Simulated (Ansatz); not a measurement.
## Fields on a plane of SiC (zinc blende)

```xyz
2
Lattice="0.0000 2.1899 2.1899 2.1899 0.0000 2.1899 2.1899 2.1899 0.0000" Properties=species:S:1:pos:R:3 pbc="T T T"
C      3.2848     3.2848     3.2848
Si     0.0000     0.0000     0.0000
```

The slice is a {100} plane (indices of the conventional cell) through the point (0.750, 0.750, 0.750) (fractional), spanned by u = [100] and v = [0 1 -1] in vectors of this cell: u (3.10 Å) and v (3.10 Å, at 90° to u). It covers one period; positions are fractions (u, v).

Atoms on it: C at (0.00, 0.00).

All values below come from PBE (plane waves to 420 eV, PAW, scalar-relativistic; Ansatz, an electronic-structure program). k mesh 13×13×13. Near the nuclei the fields are pseudised (PAW); where an atom keeps semicore shells as valence, they peak there. SiC was relaxed with its symmetry unable to fall. The PAW data are Ansatz's earlier set.

```
v \ u  0.00  0.12  0.25  0.38  0.50  0.62  0.75  0.88
-----  ----  ----  ----  ----  ----  ----  ----  ----
0.92    0.2   0.2  -0.1  -0.5  -0.6  -0.5  -0.1   0.2
0.83    0.2   0.0  -0.3  -0.6  -0.7  -0.6  -0.3   0.0
0.75   -0.1  -0.2  -0.5  -0.7  -0.9  -0.7  -0.5  -0.2
0.67   -0.3  -0.4  -0.7  -0.9  -1.0  -0.9  -0.7  -0.4
0.58   -0.5  -0.6  -0.8  -1.0  -1.2  -1.0  -0.8  -0.6
0.50   -0.6  -0.7  -0.9  -1.1  -1.2  -1.1  -0.9  -0.7
0.42   -0.5  -0.6  -0.8  -1.0  -1.2  -1.0  -0.8  -0.6
0.33   -0.3  -0.4  -0.7  -0.9  -1.0  -0.9  -0.7  -0.4
0.25   -0.1  -0.2  -0.5  -0.7  -0.9  -0.7  -0.5  -0.2
0.17    0.2   0.0  -0.3  -0.6  -0.7  -0.6  -0.3   0.0
0.08    0.2   0.2  -0.1  -0.5  -0.6  -0.5  -0.1   0.2
0.00    0.2   0.2  -0.1  -0.4  -0.6  -0.4  -0.1   0.2
```

Values: log₁₀ of the valence density in e/Å³. The scale is logarithmic, as a density can span decades between atoms and voids.

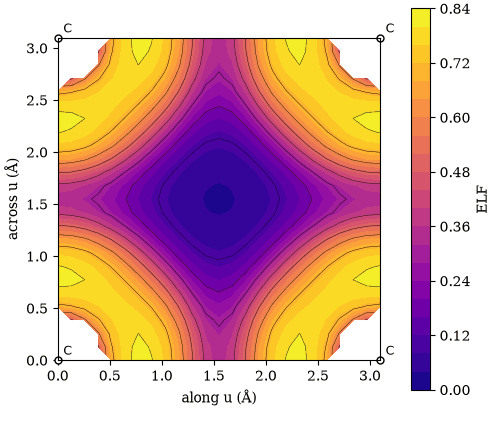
*Electron localisation function (ELF), one period of the plane, atoms marked. Points within 0.4 Å of a nucleus are left white, as the pseudised field means little there.*
